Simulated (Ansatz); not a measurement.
**Geometry relaxation, with input and output: C2H10OSi2 (part 3 of 3)**

C2H10OSi2; HF/3-21G, RHF (Ansatz 0.2.0). The geometry comes from this level: PBE0-D4/def2-TZVP.

Geometry of the input (Å):
```
C  -2.6257  0.3103  -0.2487
Si -1.1740  -0.6693  -0.8750
O  0.2043  0.2102  -0.8007
Si 1.3474  0.8533  0.1782
C  2.4800  -0.4662  0.8382
H  -2.4845  0.5982  0.7960
H  -2.7668  1.2195  -0.8379
H  -3.5416  -0.2836  -0.3150
H  -1.0135  -1.9093  -0.0625
H  -1.3785  -1.0573  -2.2947
H  2.1115  1.8457  -0.6212
H  0.6863  1.5638  1.3103
H  1.9266  -1.1993  1.4302
H  2.9819  -0.9934  0.0234
H  3.2466  -0.0227  1.4796
```

Trajectory as extended XYZ, continued
```
15
Properties=species:S:1:pos:R:3:forces:R:3 step=22 energy=-19877.39677
C    -2.8544    0.2323   -0.2542    0.0028  -0.0003   0.0030
Si   -1.2869   -0.6227   -0.9119   -0.0014   0.0008  -0.0042
O     0.0926    0.0989   -0.3646   -0.0015  -0.0015   0.0043
Si    1.4729    0.8211    0.1796    0.0033   0.0008  -0.0042
C     2.6724   -0.4263    0.9706   -0.0039  -0.0002   0.0021
H    -2.8919    0.2136    0.8304   -0.0015  -0.0001  -0.0040
H    -2.9051    1.2683   -0.5740   -0.0003  -0.0029   0.0014
H    -3.7369   -0.2787   -0.6297    0.0011   0.0015   0.0002
H    -1.3038   -2.0477   -0.4815   -0.0001   0.0011   0.0006
H    -1.3110   -0.5836   -2.3996    0.0001   0.0004   0.0008
H     2.1630    1.4918   -0.9559   -0.0002  -0.0001   0.0004
H     1.1238    1.8558    1.1913    0.0005  -0.0018   0.0001
H     2.2190   -0.9312    1.8178    0.0035   0.0016  -0.0021
H     2.9858   -1.1825    0.2578   -0.0012   0.0022   0.0025
H     3.5605    0.0910    1.3237   -0.0009  -0.0016  -0.0010
15
Properties=species:S:1:pos:R:3:forces:R:3 step=23 energy=-19877.39685
C    -2.8507    0.2237   -0.2418   -0.0032   0.0034   0.0033
Si   -1.2856   -0.6162   -0.9235    0.0019   0.0001  -0.0056
O     0.0953    0.1017   -0.3754   -0.0014  -0.0008   0.0034
Si    1.4777    0.8211    0.1671    0.0017   0.0019  -0.0063
C     2.6626   -0.4242    0.9825    0.0010  -0.0052   0.0030
H    -2.8823    0.1856    0.8425   -0.0008  -0.0008  -0.0037
H    -2.9054    1.2652   -0.5426    0.0002  -0.0061   0.0010
H    -3.7343   -0.2824   -0.6216    0.0006   0.0022   0.0009
H    -1.2946   -2.0475   -0.5147   -0.0013   0.0003   0.0007
H    -1.3205   -0.5545   -2.4103   -0.0005  -0.0001   0.0006
H     2.1798    1.4703   -0.9736    0.0001   0.0008   0.0006
H     1.1303    1.8725    1.1619    0.0011  -0.0010   0.0008
H     2.2017   -0.9112    1.8360    0.0029   0.0022  -0.0018
H     2.9717   -1.1947    0.2831   -0.0019   0.0054   0.0034
H     3.5542    0.0907    1.3304   -0.0005  -0.0022  -0.0003
15
Properties=species:S:1:pos:R:3:forces:R:3 step=24 energy=-19877.39660 accepted=F
C    -2.8420    0.2008   -0.2099    0.0034   0.0333   0.0238
Si   -1.2825   -0.5987   -0.9543   -0.0183  -0.0074  -0.0085
O     0.1025    0.1089   -0.4035    0.0001   0.0011  -0.0039
Si    1.4908    0.8206    0.1340    0.0195   0.0080   0.0060
C     2.6381   -0.4183    1.0138   -0.0104  -0.0413  -0.0001
H    -2.8581    0.1115    0.8732    0.0038   0.0027  -0.0585
H    -2.9064    1.2565   -0.4607    0.0074  -0.0592   0.0123
H    -3.7286   -0.2916   -0.6010    0.0038   0.0051   0.0065
H    -1.2722   -2.0463   -0.6015   -0.0040   0.0272  -0.0077
H    -1.3460   -0.4785   -2.4382   -0.0007  -0.0029   0.0328
H     2.2236    1.4146   -1.0195   -0.0138  -0.0131   0.0260
H     1.1489    1.9150    1.0856    0.0101  -0.0204  -0.0168
H     2.1580   -0.8581    1.8841    0.0237   0.0264  -0.0475
H     2.9349   -1.2263    0.3501   -0.0193   0.0472   0.0347
H     3.5390    0.0898    1.3477   -0.0052  -0.0067   0.0012
15
Properties=species:S:1:pos:R:3:forces:R:3 step=25 energy=-19877.39691
C    -2.8469    0.2123   -0.2264    0.0027   0.0092   0.0054
Si   -1.2842   -0.6075   -0.9387   -0.0090  -0.0047  -0.0052
O     0.0988    0.1052   -0.3891   -0.0003   0.0001   0.0002
Si    1.4842    0.8207    0.1508    0.0100   0.0051   0.0032
C     2.6511   -0.4211    0.9980   -0.0040  -0.0110  -0.0020
H    -2.8709    0.1491    0.8572    0.0005  -0.0004  -0.0118
H    -2.9062    1.2606   -0.5026    0.0008  -0.0122   0.0028
H    -3.7320   -0.2869   -0.6117    0.0016   0.0006   0.0010
H    -1.2844   -2.0467   -0.5572    0.0006   0.0072  -0.0022
H    -1.3334   -0.5171   -2.4240    0.0011  -0.0003   0.0091
H     2.2016    1.4429   -0.9960   -0.0050  -0.0038   0.0063
H     1.1401    1.8929    1.1249    0.0011  -0.0048  -0.0055
H     2.1809   -0.8848    1.8597    0.0050   0.0062  -0.0090
H     2.9538   -1.2099    0.3162   -0.0034   0.0094   0.0078
H     3.5473    0.0903    1.3389   -0.0017  -0.0006  -0.0001
15
Properties=species:S:1:pos:R:3:forces:R:3 step=26 energy=-19877.39692
C    -2.8460    0.2103   -0.2236    0.0004   0.0058   0.0029
Si   -1.2840   -0.6059   -0.9412   -0.0031  -0.0023  -0.0025
O     0.0993    0.1057   -0.3911   -0.0002   0.0000   0.0004
Si    1.4854    0.8205    0.1481    0.0036   0.0030   0.0013
C     2.6488   -0.4205    1.0007   -0.0011  -0.0068  -0.0013
H    -2.8696    0.1410    0.8594    0.0009  -0.0006  -0.0085
H    -2.9053    1.2599   -0.4941    0.0009  -0.0087   0.0016
H    -3.7312   -0.2867   -0.6114   -0.0001   0.0007   0.0013
H    -1.2824   -2.0464   -0.5649   -0.0009   0.0041  -0.0017
H    -1.3349   -0.5102   -2.4260   -0.0007  -0.0003   0.0056
H     2.2046    1.4378   -1.0000   -0.0016  -0.0028   0.0043
H     1.1417    1.8965    1.1180    0.0018  -0.0028  -0.0026
H     2.1779   -0.8786    1.8649    0.0030   0.0048  -0.0067
H     2.9491   -1.2134    0.3227   -0.0024   0.0070   0.0052
H     3.5466    0.0901    1.3386   -0.0005  -0.0011   0.0007
15
Properties=species:S:1:pos:R:3:forces:R:3 step=27 energy=-19877.39694
C    -2.8449    0.2067   -0.2195   -0.0002   0.0009   0.0009
Si   -1.2838   -0.6033   -0.9453   -0.0027  -0.0003  -0.0015
O     0.1002    0.1066   -0.3944   -0.0006   0.0002   0.0006
Si    1.4873    0.8203    0.1437    0.0036  -0.0006   0.0001
C     2.6456   -0.4193    1.0050   -0.0004  -0.0013   0.0006
H    -2.8668    0.1290    0.8628   -0.0002   0.0003  -0.0007
H    -2.9049    1.2583   -0.4816    0.0000  -0.0014   0.0001
H    -3.7306   -0.2875   -0.6097    0.0007   0.0002   0.0007
H    -1.2801   -2.0458   -0.5776    0.0007   0.0006  -0.0006
H    -1.3388   -0.4986   -2.4291    0.0009  -0.0003   0.0005
H     2.2109    1.4286   -1.0060   -0.0013   0.0008   0.0003
H     1.1453    1.9022    1.1072   -0.0001   0.0000  -0.0014
H     2.1727   -0.8693    1.8721    0.0007   0.0000  -0.0006
H     2.9428   -1.2179    0.3327   -0.0002   0.0014   0.0008
H     3.5454    0.0900    1.3397   -0.0008  -0.0004   0.0001
15
Properties=species:S:1:pos:R:3:forces:R:3 step=28 energy=-19877.39695
C    -2.8438    0.2036   -0.2152    0.0003  -0.0001  -0.0003
Si   -1.2836   -0.6008   -0.9494   -0.0007  -0.0014  -0.0007
O     0.1011    0.1074   -0.3979    0.0000   0.0000   0.0002
Si    1.4892    0.8199    0.1393    0.0005   0.0020   0.0005
C     2.6424   -0.4185    1.0093   -0.0001   0.0003  -0.0005
H    -2.8633    0.1194    0.8666    0.0002   0.0005  -0.0001
H    -2.9052    1.2566   -0.4710   -0.0002  -0.0003   0.0001
H    -3.7300   -0.2889   -0.6064    0.0007  -0.0001   0.0003
H    -1.2774   -2.0452   -0.5898    0.0002   0.0004   0.0004
H    -1.3421   -0.4884   -2.4324    0.0001   0.0010   0.0003
H     2.2164    1.4211   -1.0119    0.0001  -0.0015  -0.0004
H     1.1483    1.9078    1.0965   -0.0004  -0.0007   0.0003
H     2.1668   -0.8622    1.8781   -0.0002  -0.0003  -0.0006
H     2.9381   -1.2216    0.3418    0.0001   0.0001   0.0003
H     3.5432    0.0898    1.3425   -0.0008   0.0001   0.0000
15
Properties=species:S:1:pos:R:3:forces:R:3 step=29 energy=-19877.39695
C    -2.8417    0.1986   -0.2083    0.0015  -0.0007  -0.0002
Si   -1.2831   -0.5968   -0.9560    0.0007   0.0015   0.0022
O     0.1025    0.1090   -0.4037    0.0005   0.0006  -0.0011
Si    1.4921    0.8196    0.1322   -0.0014  -0.0021   0.0004
C     2.6368   -0.4172    1.0159   -0.0012   0.0009  -0.0004
H    -2.8565    0.1049    0.8729    0.0008   0.0007  -0.0030
H    -2.9059    1.2538   -0.4546    0.0005  -0.0023   0.0006
H    -3.7286   -0.2920   -0.6001   -0.0003  -0.0001   0.0003
H    -1.2728   -2.0444   -0.6089   -0.0009   0.0023  -0.0012
H    -1.3476   -0.4711   -2.4379   -0.0008  -0.0005   0.0026
H     2.2258    1.4078   -1.0218   -0.0007  -0.0010   0.0026
H     1.1528    1.9167    1.0796    0.0015  -0.0016  -0.0016
H     2.1563   -0.8517    1.8868    0.0006   0.0008  -0.0030
H     2.9311   -1.2270    0.3559   -0.0010   0.0017   0.0012
H     3.5387    0.0898    1.3481    0.0001   0.0000   0.0004
15
Properties=species:S:1:pos:R:3:forces:R:3 step=30 energy=-19877.39696
C    -2.8416    0.1986   -0.2083    0.0022  -0.0001   0.0003
Si   -1.2831   -0.5967   -0.9561   -0.0009   0.0004   0.0007
O     0.1026    0.1091   -0.4039    0.0002   0.0003  -0.0010
Si    1.4922    0.8196    0.1321    0.0004  -0.0006   0.0005
C     2.6367   -0.4172    1.0159   -0.0019   0.0004  -0.0006
H    -2.8557    0.1059    0.8731    0.0001   0.0006  -0.0021
H    -2.9065    1.2535   -0.4555    0.0001  -0.0018   0.0005
H    -3.7286   -0.2928   -0.5990    0.0002  -0.0001   0.0002
H    -1.2730   -2.0443   -0.6092   -0.0001   0.0017  -0.0002
H    -1.3479   -0.4711   -2.4379    0.0000   0.0001   0.0018
H     2.2261    1.4078   -1.0217   -0.0008  -0.0011   0.0014
H     1.1531    1.9167    1.0794    0.0005  -0.0014  -0.0009
H     2.1556   -0.8526    1.8860    0.0008   0.0005  -0.0020
H     2.9320   -1.2264    0.3556   -0.0005   0.0013   0.0011
H     3.5381    0.0899    1.3493   -0.0003  -0.0001   0.0001
15
Properties=species:S:1:pos:R:3:forces:R:3 step=31 energy=-19877.39696
C    -2.8410    0.1975   -0.2066    0.0020   0.0002   0.0000
Si   -1.2830   -0.5956   -0.9577   -0.0016  -0.0003   0.0008
O     0.1030    0.1096   -0.4057    0.0003   0.0005  -0.0015
Si    1.4930    0.8194    0.1303    0.0009  -0.0003   0.0015
C     2.6352   -0.4170    1.0174   -0.0016   0.0001  -0.0010
H    -2.8527    0.1043    0.8747   -0.0003   0.0001  -0.0005
H    -2.9074    1.2524   -0.4532   -0.0004  -0.0003   0.0002
H    -3.7281   -0.2948   -0.5958    0.0003   0.0000   0.0001
H    -1.2720   -2.0438   -0.6135    0.0005   0.0003   0.0001
H    -1.3496   -0.4672   -2.4391    0.0004   0.0003   0.0004
H     2.2286    1.4047   -1.0238   -0.0005  -0.0005   0.0001
H     1.1544    1.9185    1.0754   -0.0004  -0.0002  -0.0003
H     2.1519   -0.8518    1.8865    0.0005   0.0001  -0.0003
H     2.9318   -1.2266    0.3583    0.0002   0.0002   0.0005
H     3.5360    0.0901    1.3526   -0.0003  -0.0001  -0.0001
15
Properties=species:S:1:pos:R:3:forces:R:3 step=32 energy=-19877.39696
C    -2.8403    0.1966   -0.2051    0.0010  -0.0004   0.0002
Si   -1.2829   -0.5947   -0.9590   -0.0007   0.0002   0.0003
O     0.1034    0.1100   -0.4071    0.0002   0.0004  -0.0013
Si    1.4936    0.8194    0.1288    0.0006  -0.0005   0.0003
C     2.6339   -0.4168    1.0187   -0.0010   0.0005   0.0000
H    -2.8507    0.1022    0.8761   -0.0004   0.0000   0.0002
H    -2.9079    1.2516   -0.4505   -0.0001   0.0001  -0.0001
H    -3.7277   -0.2960   -0.5937    0.0000   0.0000   0.0000
H    -1.2710   -2.0435   -0.6175    0.0001  -0.0001   0.0004
H    -1.3509   -0.4637   -2.4401    0.0002   0.0001  -0.0002
H     2.2307    1.4020   -1.0256    0.0000   0.0001  -0.0003
H     1.1553    1.9204    1.0718   -0.0002  -0.0001   0.0003
H     2.1492   -0.8504    1.8876    0.0003  -0.0001   0.0003
H     2.9309   -1.2272    0.3608    0.0000   0.0000  -0.0001
H     3.5344    0.0902    1.3547    0.0000  -0.0001   0.0000
15
Properties=species:S:1:pos:R:3:forces:R:3 step=33 energy=-19877.39696
C    -2.8399    0.1959   -0.2041    0.0001   0.0000  -0.0002
Si   -1.2828   -0.5941   -0.9600   -0.0002  -0.0003   0.0011
O     0.1036    0.1103   -0.4081    0.0004   0.0006  -0.0018
Si    1.4940    0.8193    0.1277   -0.0003  -0.0004   0.0012
C     2.6329   -0.4166    1.0196    0.0001   0.0001  -0.0002
H    -2.8494    0.1005    0.8770    0.0000  -0.0001   0.0002
H    -2.9081    1.2511   -0.4484   -0.0001   0.0003   0.0000
H    -3.7273   -0.2966   -0.5924   -0.0001   0.0000  -0.0001
H    -1.2703   -2.0433   -0.6199    0.0001  -0.0003  -0.0001
H    -1.3517   -0.4615   -2.4409   -0.0001   0.0000  -0.0001
H     2.2321    1.4003   -1.0269    0.0001   0.0000  -0.0001
H     1.1559    1.9214    1.0695    0.0000   0.0003   0.0000
H     2.1474   -0.8492    1.8885   -0.0001   0.0000   0.0002
H     2.9301   -1.2278    0.3627    0.0001  -0.0002  -0.0001
H     3.5335    0.0902    1.3558    0.0001   0.0000   0.0000
```

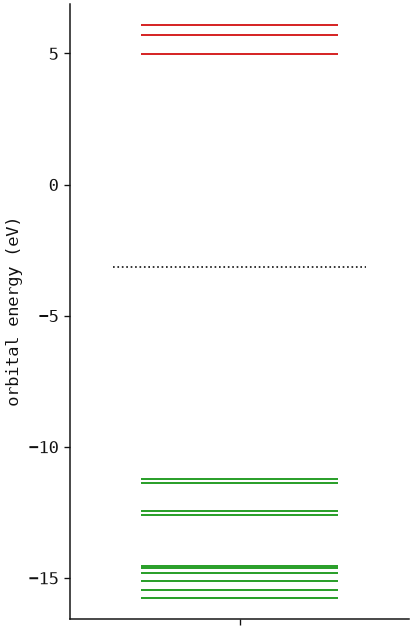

Orbital energies near the frontier; the dotted line parts filled from empty levels, and levels within 0.02 eV of each other stand side by side. Highest filled −11.24 eV, lowest empty 4.97 eV, 16.21 eV apart.

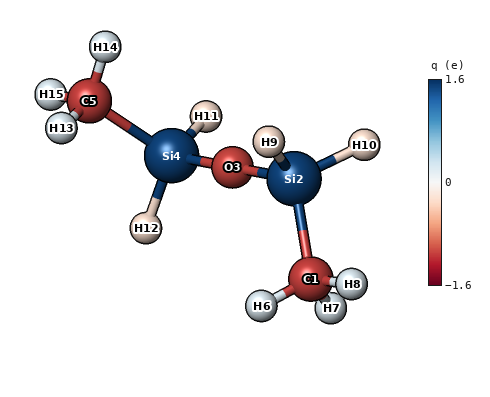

Mulliken charges, as the colour of each atom (ball-and-stick view, seen at a tilt; atoms are numbered from 1 in the order of the input; Mulliken charges depend strongly on the basis). By element: C −1.10, Si +1.48, O −1.07 and H −0.26 to +0.22 e.

Key numbers

| quantity | value |
| --- | --- |
| outcome | converged |
| total energy | −730.480865 hartree |
| basis functions | 73 |
| largest force | 0.002 eV/Å |
| SCF solution under orbital rotations | stable |
| HOMO | −11.24 eV |
| LUMO | 4.97 eV |
| dipole moment | 0.52 D |
| hardware | 1 thread of Arm Neoverse V1, 24 GiB of memory available, shared host |
| wall time | 49 s |
| peak memory | 0.14 GiB |
